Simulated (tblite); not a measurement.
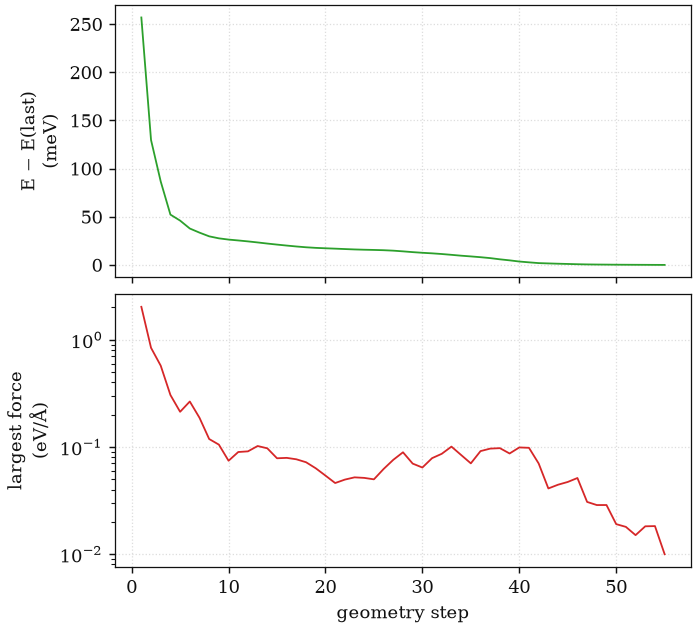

History of a geometry optimisation.

C₇H₈BrN (SMILES CNc1ccc(Br)cc1); GFN2-xTB geometry optimisation, gas phase in tblite.

> How did it end, and what did it gain?

The optimisation met its thresholds at geometry 55, counting the start as the first. The energy fell by about 260 meV from the first step to the last. The largest force goes from about 2 eV/Å at the start to 0.01 eV/Å at the end.
